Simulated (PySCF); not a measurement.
# LuP10 (Lu(P5)2+): the cost of one run

The runs use PySCF 2.14.0; several levels, as the steps say, no spin–orbit coupling.

3 further runs of the same task are left out: 2 for a known fault of the program, 1 that didn't finish.

### 1 Where the work starts

11 atoms, charge 1, spin multiplicity 1.

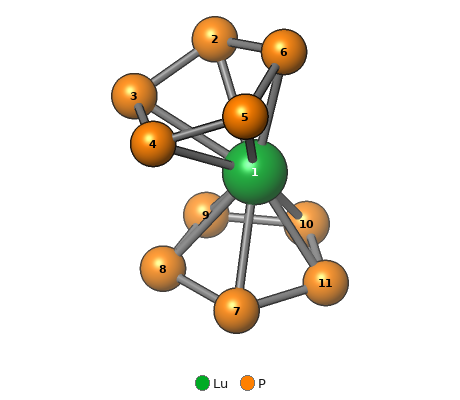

The geometry (lutetium green, phosphorus orange); atoms are numbered from 1 in the order of the file.

As a file:

```xyz
11
charge 1, multiplicity 1
Lu    0.4540    0.0017    0.0000
P    -0.1829    1.8355    2.2623
P    -1.8718    0.5441    1.8902
P    -1.1908   -1.5059    2.0311
P     0.9194   -1.4772    2.4915
P     1.5503    0.5921    2.6290
P    -0.1825   -1.8368   -2.2591
P    -1.8717   -0.5451   -1.8892
P    -1.1912    1.5048   -2.0337
P     0.9191    1.4757   -2.4941
P     1.5504   -0.5937   -2.6280
```

Formal oxidation states: Lu +3. Each metal's 14 4f electrons lie in its core potential, so multiplicities, spins and levels count the valence alone. An earlier session relaxed this geometry at BP86, Lu lcecp-1-SVP with ECP60, P def2-SVP (singlet, point group C2).

At BP86 on the finer grid: E = -3452.841600 Eh, HOMO -10.26 eV, LUMO -8.94 eV, Mulliken charge on Lu1 +0.51 e, largest force component 0.026 eV/Å. 

Levels to run: wB97X; BLYP; r2SCAN; HF; BP86, TZVP. Hardware: 4 threads of Arm Neoverse V1, shared host.

### 2 wB97X

run.py (the lines that set the calculation) reads:

```python
mol = gto.M(atom='''
Lu     0.45398     0.00173     0.00000
P     -0.18292     1.83552     2.26230
P     -1.87183     0.54411     1.89020
P     -1.19084    -1.50593     2.03106
P      0.91941    -1.47718     2.49154
P      1.55033     0.59207     2.62900
P     -0.18254    -1.83683    -2.25915
P     -1.87172    -0.54506    -1.88917
P     -1.19117     1.50484    -2.03370
P      0.91914     1.47570    -2.49411
P      1.55040    -0.59367    -2.62800''',
    basis={'Lu': 'lcecp-1-SVP', 'P': 'def2-SVP'},
    ecp={'Lu': 'lcecp-1-SVP'},
    charge=1, spin=0)
mf = dft.RKS(mol, xc='WB97X')
mf.grids.atom_grid = (75, 302)  # f atoms: unpruned, at least (60, 302)
mf = mf.density_fit()  # fitting sets: Lu AutoAux, P def2-universal-JKFIT
mf.conv_tol = 1e-08; mf.max_cycle = 55
mf.kernel(dm0)  # dm0: the density of the relaxed state
```

Command:

```sh
$ OMP_NUM_THREADS=4 python run.py
```

**Question.** How long does this run take on 4 threads of Arm Neoverse V1, shared host?

About 42 s.
